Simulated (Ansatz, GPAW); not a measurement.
# A 10-layer slab of Ir(110): converging a work function, part 3 of 3

Wanted: a convergence study on the slab a 10-layer slab of Ir(110).

GPAW 26.7.0 and Ansatz 0.2.0; Ansatz plane waves; slab in vacuum with a dipole correction, relaxation (the session's first sound run).

So far, upper work function (eV): step 2 (relaxation, PBE) 4.96; step 3 (plane waves, PBE) 4.95; step 6 (cutoff 700: ecut = 700, PBE, GPAW) 4.95.

**9. K mesh 12×18: kpts = [12, 18]**

Level of this step: GPAW, PAW setups; slab in vacuum (GPAW).

The mesh in the plane samples the bands: a metal's Fermi level needs it dense, and band edges must lie on it.

The input, run.py:

```python
import json
import numpy as np
from ase import Atoms
from gpaw import GPAW, PW

slab = Atoms(
    ['Ir', 'Ir', 'Ir', 'Ir', 'Ir', 'Ir', 'Ir', 'Ir', 'Ir', 'Ir'],
    positions=[
        [1.92000, 1.35765, 8.00000],
        [0.00000, 0.00000, 9.35765],
        [1.92000, 1.35765, 10.71529],
        [0.00000, 0.00000, 12.07294],
        [1.92000, 1.35765, 13.43058],
        [0.00000, 0.00000, 14.83487],
        [1.92000, 1.35765, 16.17503],
        [0.00000, 0.00000, 17.54361],
        [1.92000, 1.35765, 18.99956],
        [0.00000, -0.00000, 20.19279]],
    cell=[[3.84, 0.0, 0.0], [0.0, 2.71529, 0.0], [0.0, 0.0, 28.21881]],
    pbc=[True, True, False])

slab.calc = GPAW(mode=PW(400), xc='PBE', kpts={'size': (12, 18, 1), 'gamma': True},
                 occupations={'name': 'fermi-dirac', 'width': 0.1}, nbands='160%',
                 convergence={'density': 1e-05}, maxiter=200,
                 poissonsolver={'dipolelayer': 'xy'},
                 symmetry={'tolerance': 1e-3}, txt='slab.txt')
result = {}
energy = slab.get_potential_energy()
fermi = slab.calc.get_fermi_level()
v = slab.calc.get_electrostatic_potential().mean((0, 1)) - fermi
n = slab.calc.get_pseudo_density().mean((0, 1))
L = slab.cell[2, 2]
z = np.arange(len(v)) * L / len(v)
low, high = slab.positions[:, 2].min(), slab.positions[:, 2].max()
below, above = np.interp([low - 5.8, high + 5.8], z, v)
slopes = [np.interp(x, z, np.gradient(v, z)) for x in (low - 5.8, high + 5.8)]
eps = np.array([[slab.calc.get_eigenvalues(k, s) for k in range(len(slab.calc.get_ibz_k_points()))]
                for s in range(slab.calc.get_number_of_spins())]) - fermi
top, bottom = eps[eps < 0].max(), eps[eps > 0].min()
dipole = slab.get_dipole_moment()[2]
print(f'energy {energy:.4f} eV, Fermi level {fermi:.4f} eV, dipole {dipole:.5f} e A')
print(f'potential 5.8 A off the faces, from the Fermi level: lower {below:.4f} eV, upper {above:.4f} eV')
print(f'slope of the potential there: lower {slopes[0]:.5f}, upper {slopes[1]:.5f} eV/A')
print(f'nearest levels on the mesh: {top:.4f} and {bottom:.4f} eV')
print('magnetic moment', round(slab.get_magnetic_moment(), 3))
result.update(energy=energy, fermi=fermi, dipole=dipole, below=below, above=above, slopes=slopes, edges=[top, bottom],
              z=z.tolist(), v=v.tolist(), n=n.tolist(), positions=slab.positions.tolist(),
              forces=slab.get_forces(apply_constraint=False).tolist(), moments=slab.get_magnetic_moments().tolist())
json.dump(result, open('result.json', 'w'))
```

Command:

```console
$ OMP_NUM_THREADS=1 OPENBLAS_NUM_THREADS=1 python run.py
```

The program printed:

```text
energy -89.6423 eV, Fermi level 4.5390 eV, dipole 0.00611 e A
potential 5.8 A off the faces, from the Fermi level: lower 5.0505 eV, upper 4.9453 eV
slope of the potential there: lower -0.00015, upper 0.00014 eV/A
nearest levels on the mesh: -0.0006 and 0.0002 eV
magnetic moment 0.0
```

It took 79 min on 1 thread of Arm Neoverse N1, shared host; peak memory 1 GiB.

This step gave:

```
dipole along the normal                    : 0.006114 e·Å
levels nearest the Fermi level on the mesh : -5.92e-4, 1.97e-4 eV from the Fermi level
upper work function                        : 4.945 eV
```

The electrostatic potential energy of an electron (without an applied field's), less the Fermi level, planar mean oscillates, so the rows of the table below give means over windows of 1.36 Å about each position, cut where the curve ends. Its maxima inside the range that stand out by 2 % of the span (Å: eV): 8.7: -10.2, 10.0: -10.8, 11.4: -10.8, 12.8: -10.8, 14.1: -9.95, 15.5: -11.2, 16.8: -10.6, 18.3: -8.94, 19.6: -14.0. Its minima: 8.0: -17.7, 9.4: -18.9, 10.8: -18.9, 12.1: -18.9, 13.4: -18.8, 14.8: -19.0, 16.2: -19.0, 17.6: -18.7, 19.0: -19.4, 20.2: -18.5.

The electrostatic potential energy of an electron (without an applied field's), less the Fermi level, planar mean by z; means over each step:

```
z (Å)  electrostatic potential energy of an electron (without an applied field's), less the Fermi level, planar mean (eV)
 0.68                                                                                                                5.04
 2.04                                                                                                                5.05
 3.40                                                                                                                5.05
 4.76                                                                                                                5.04
 6.12                                                                                                                4.53
 7.48                                                                                                               -7.32
 8.84                                                                                                               -14.4
10.20                                                                                                               -14.9
11.56                                                                                                               -14.9
12.92                                                                                                               -14.8
14.28                                                                                                               -14.2
15.64                                                                                                               -15.1
17.00                                                                                                               -14.6
18.36                                                                                                               -13.5
19.72                                                                                                               -16.5
21.08                                                                                                               -1.90
22.44                                                                                                                4.75
23.80                                                                                                                4.94
25.16                                                                                                                4.95
26.52                                                                                                                4.95
27.88                                                                                                                4.95
```

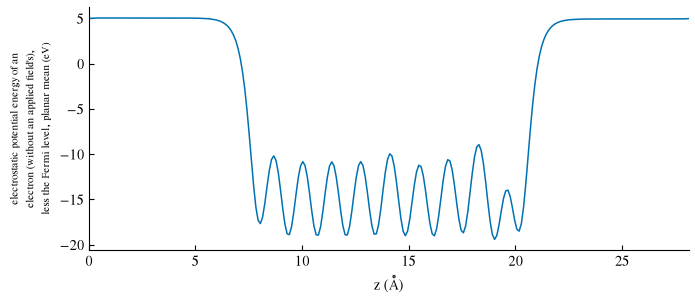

Electrostatic potential energy of an electron (without an applied field's), less the Fermi level, planar mean against z.

The upper face's work function is 4.945 eV, against 4.948 eV in the first plane-wave PBE run at this geometry.

**10. Scheme Marzari-Vanderbilt, smearing 0.2**

Smearing changes the occupations near the Fermi level, and with them the level itself. Smearing helps the SCF of a metal converge, but it blurs occupations at band edges near the Fermi level.

run.py, as its differences from that of step 9:

```diff
@@ -21,4 +21,4 @@
 
-slab.calc = GPAW(mode=PW(400), xc='PBE', kpts={'size': (12, 18, 1), 'gamma': True},
-                 occupations={'name': 'fermi-dirac', 'width': 0.1}, nbands='160%',
+slab.calc = GPAW(mode=PW(400), xc='PBE', kpts={'size': (8, 12, 1), 'gamma': True},
+                 occupations={'name': 'marzari-vanderbilt', 'width': 0.2}, nbands='160%',
                  convergence={'density': 1e-05}, maxiter=200,
```

The program printed:

```text
energy -89.6474 eV, Fermi level 4.5297 eV, dipole 0.00655 e A
potential 5.8 A off the faces, from the Fermi level: lower 5.0622 eV, upper 4.9495 eV
slope of the potential there: lower -0.00016, upper 0.00014 eV/A
nearest levels on the mesh: -0.0024 and 0.0070 eV
magnetic moment 0.0
```

Elapsed: 43 min, on 1 thread; peak memory 0.62 GiB.

This step gave:

```yaml
dipole_along_the_normal: 0.006551 e·Å
levels_nearest_the_fermi_level_on_the_mesh: -0.002416, 0.007010 eV from the Fermi level
upper_work_function: 4.950 eV
lower_work_function: 5.062 eV
```

The upper face's work function is 4.950 eV, against 4.948 eV in the first plane-wave PBE run at this geometry.

**11. All levels side by side**

Times are for 1 thread of Arm Neoverse N1, shared host. Results by setting:

```
no.                                      run  upper work function (eV)  lower work function (eV)    time  memory (GiB)
  1                                       pw                     4.948                     5.050  44 min          0.62
  2                               cutoff 700                     4.948                     5.050   1.8 h           1.3
  3                             k mesh 12×18                     4.945                     5.050  79 min           1.0
  4  scheme Marzari-Vanderbilt, smearing 0.2                     4.950                     5.062  43 min          0.62
```

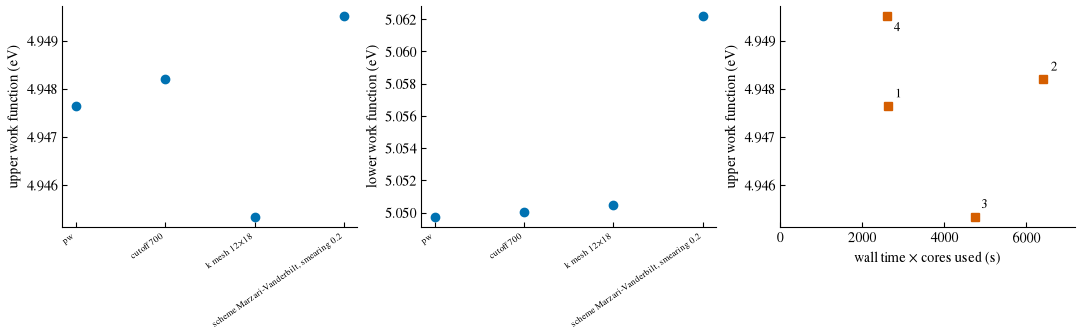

The series as plots; the last panel sets the first result against cost, with the runs numbered as in the table.

**12. Without the dipole layer**

The dipole layer is taken out and the cell repeats along the normal.

run.py, as its differences from that of step 10:

```diff
@@ -19,8 +19,7 @@
     cell=[[3.84, 0.0, 0.0], [0.0, 2.71529, 0.0], [0.0, 0.0, 28.21881]],
-    pbc=[True, True, False])
+    pbc=[True, True, True])
 
 slab.calc = GPAW(mode=PW(400), xc='PBE', kpts={'size': (8, 12, 1), 'gamma': True},
-                 occupations={'name': 'marzari-vanderbilt', 'width': 0.2}, nbands='160%',
+                 occupations={'name': 'fermi-dirac', 'width': 0.1}, nbands='160%',
                  convergence={'density': 1e-05}, maxiter=200,
-                 poissonsolver={'dipolelayer': 'xy'},
                  symmetry={'tolerance': 1e-3}, txt='slab.txt')
```

The program printed:

```text
energy -89.6491 eV, Fermi level 4.5350 eV, dipole 0.01299 e A
potential 5.8 A off the faces, from the Fermi level: lower 5.0166 eV, upper 4.9815 eV
slope of the potential there: lower 0.00779, upper 0.00809 eV/A
nearest levels on the mesh: -0.0041 and 0.0035 eV
magnetic moment 0.0
```

It took 36 min on 1 thread; peak memory 0.62 GiB.

The run finished with changed settings (dipole = false and pbc_z = true); it serves as a test.

The two runs compared:

```
                     quantity  this run  sound run  difference
dipole along the normal (e·Å)  0.012986  0.0059400     0.00705
     upper work function (eV)    4.9815     4.9476      0.0338
     lower work function (eV)    5.0166     5.0497     -0.0331
```

The two runs differ clearly in the upper work function: 4.98 eV against 4.95 eV.

**13. Side by side**

Results and costs are gathered.

This step: comparison of work functions, dipole and cost (GPAW 26.7.0).

Ladder, by row:

| step | code | work function, upper (eV) | work function, lower (eV) | dipole (e Å) | wall time (s) | peak memory (GiB) | threads |
| --- | --- | --- | --- | --- | --- | --- | --- |
| pw | GPAW | 4.948 | 5.05 | 0.00594 | 2636 | 0.62 | 1 |
| ecut200 | GPAW | 4.971 | 5.082 | 0.005419 | 847.8 | 0.31 | 1 |
| ecut300 | GPAW | 4.954 | 5.058 | 0.005994 | 1501 | 0.45 | 1 |
| ecut700 | GPAW | 4.948 | 5.05 | 0.005948 | 6420 | 1.26 | 1 |
| k3 | GPAW | 4.943 | 5.063 | 0.006987 | 539.1 | 0.3 | 1 |
| k5 | GPAW | 4.94 | 5.042 | 0.00589 | 1160 | 0.36 | 1 |
| k12 | GPAW | 4.945 | 5.05 | 0.006114 | 4744 | 1.02 | 1 |
| smear | GPAW | 4.95 | 5.062 | 0.006551 | 2604 | 0.62 | 1 |
| nodip | GPAW | 4.981 | 5.017 | 0.01299 | 2182 | 0.62 | 1 |

**14. A changed run**

One more run, with changed settings.

This step: GPAW, PAW setups; slab in vacuum (GPAW 26.7.0).

run.py, as its differences from that of step 12:

```diff
@@ -19,7 +19,8 @@
     cell=[[3.84, 0.0, 0.0], [0.0, 2.71529, 0.0], [0.0, 0.0, 28.21881]],
-    pbc=[True, True, True])
+    pbc=[True, True, False])
 
 slab.calc = GPAW(mode=PW(400), xc='PBE', kpts={'size': (8, 12, 1), 'gamma': True},
-                 occupations={'name': 'fermi-dirac', 'width': 0.1}, nbands='160%',
-                 convergence={'density': 1e-05}, maxiter=200,
+                 occupations={'name': 'fermi-dirac', 'width': 0.1}, nbands='80%',
+                 convergence={'density': 1e-05}, maxiter=75,
+                 poissonsolver={'dipolelayer': 'xy'},
                  symmetry={'tolerance': 1e-3}, txt='slab.txt')
```

The program printed:

```text
ValueError: Too few bands!  Electrons: 150.0, bands: 80%
```

The job ended after 1.4 s (1 thread; peak memory 0.1 GiB).

The input was rejected at the start.

The program's message: “ValueError: Too few bands! Electrons: 150.0, bands: 80%”

The change that led to it: nbands = "80 % of the filled bands".

**15. What came out**

```yaml
work_function_upper_and_lower_face: 4.948 and 5.050 eV
dipole_along_the_normal: 0.00594 e Å
```

In words: With plane waves and PBE the work function is 4.95 eV on the upper face and 5.05 eV on the lower. The two faces differ by 0.10 eV, the step that the slab's dipole makes (e p/(ε0 A) gives 0.10 eV), so the dipole layer is needed. The lowest atoms were held at bulk positions, which alone makes the faces unlike. The measured value for this face is 5.42 eV (as compiled in "Anisotropic work function of elemental crystals", 2019, arxiv:1902.07811); the relaxed upper face lies 0.47 eV under it with PBE. Measured work functions scatter by a tenth of an eV or more between methods. The clean face reconstructs (W and Mo (100) only when cold), while this slab is an unreconstructed 1×1 cell, so the two are not the same surface. The other smearing (Marzari-Vanderbilt of 0.2 eV in place of Fermi-Dirac of 0.1) moves the two faces by 0.0019 and 0.012 eV on the same mesh; a mesh is converged only for its smearing. Over the sound runs of the table the upper face's work function spans 4.945 (k12) to 4.950 eV (smear). The in-plane lattice was kept as typed, which isn't the functional's own and leaves some strain; spin-orbit coupling and temperature are left out.

[Logs are printed without paths, hosts, clocks, repeated set-up lines and the standing remarks that a program may print on its own settings, such as how far it seeks lower states.]

[Hosts, paths, dates, database ids (printed as entryN), source tags and the programs' standing remarks are cut or masked in the printed files.]
